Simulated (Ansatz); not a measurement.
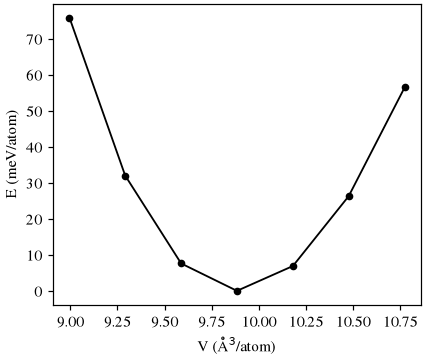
*ZrB$_{2}$ in space group P6/mmm (No. 191; Zr on 1a, B on 2d) under volume change, LDA in the plane-wave PAW code Ansatz, shape and atoms relaxed at each volume.*

Question: What does a third-order Birch–Murnaghan fit give for V₀, B₀ and B′?

Answer: V₀ = 9.88 Å³/atom, B₀ = 260 GPa, B′ = 3.9.

Symmetry was held in the LDA relaxation; of distortions, only those at the zone centre were tested. No spin polarisation was allowed.

Potentials: the later of the program's two PAW sets.
